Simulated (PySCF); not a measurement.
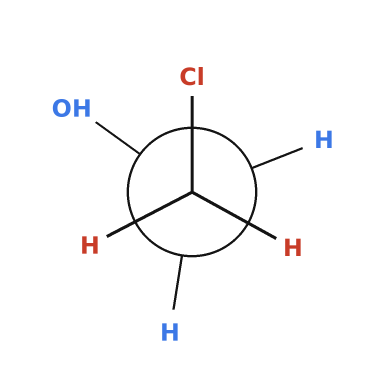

A Newman projection along the C–Si bond, carbon in front; angles are drawn as computed, but eclipsed bonds slightly apart. The geometry was computed by an optimisation with PBE0-D3(BJ)/def2-SVP. No frequency run is at hand to confirm it as a minimum.

### Which molecule is it?

CH5ClOSi, O[SiH2]CCl

### What is the torsion angle from the front Cl to the back OH? The sign is positive where the front bond must turn clockwise to cover the back bond.

−54°, synclinal (gauche). The conformation about this bond is staggered.
